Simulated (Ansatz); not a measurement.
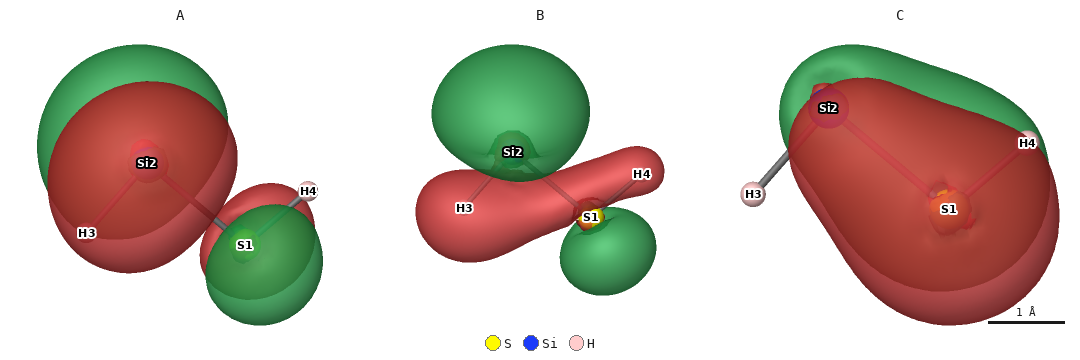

H2SSi (SMILES [SiH]#[SH]). Three frontier orbitals at ±0.08 Å⁻³ᐟ² (green and red are the two phases), in no order.

Geometry: r2SCAN-D4/def2-SVP.

Computed with isolated molecule in a Gaussian basis; Kohn-Sham density functional theory, functional PBE0 in Ansatz.

Question: Which picture is the HOMO−1, the HOMO and the LUMO?

Answer: C is the HOMO−1 (−8.35 eV). Its weight (Hirshfeld) is mainly on S1 (about 80 %) and Si2 (about 15 %); it changes sign across the molecular plane (π type). B is the HOMO (−6.93 eV). It lies mainly on Si2 (about 70 %), S1 (about 20 %) and H3 (about 10 %); it is symmetric in the molecular plane (an in-plane orbital: σ, lone-pair or in-plane π type). A is the LUMO (−2.57 eV). It lies mainly on Si2 (about 75 %) and S1 (about 20 %); it changes sign across the molecular plane (π type).

Question: What is the HOMO–LUMO gap?

Answer: 4.36 eV between the orbital energies.
